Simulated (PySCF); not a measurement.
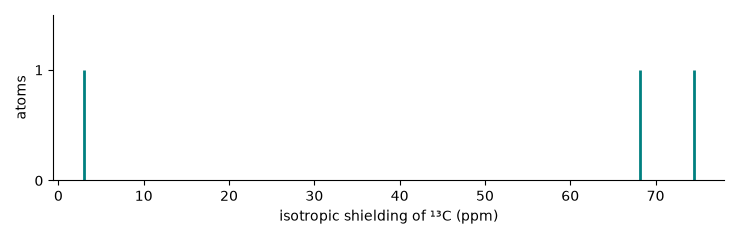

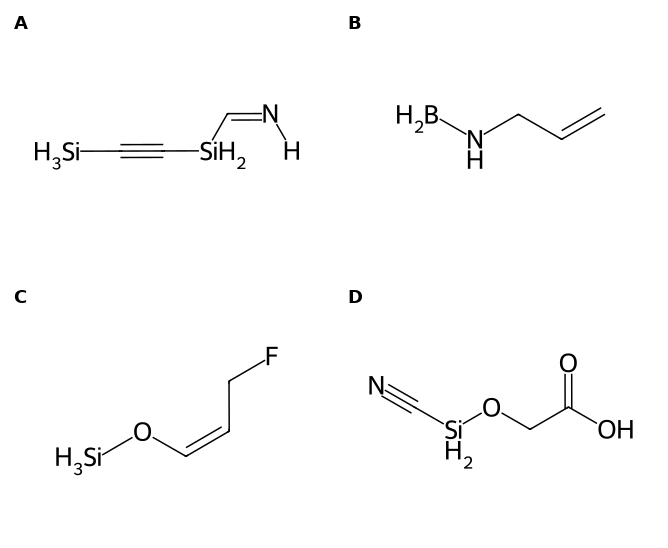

The sticks are computed shieldings of one of the molecules, for one fixed geometry (GFN2-xTB) without averaging over rotations. Low shielding means a high chemical shift. Method: GIAO PBE0/pcSseg-1 NMR shielding, non-relativistic, gas phase (PySCF 2.14.0).

Question: Match the spectrum to a structure.

Answer: A, `[H]/N=C\[SiH2]C#C[SiH3]`. Its 3 C atoms give lines at 3.0, 68.2, 74.5 ppm.

The geometry is semi-empirical. Around Si such bond lengths and angles can be off by a tenth of an ångström or more and by several degrees, and values that hang on the shape move with them.
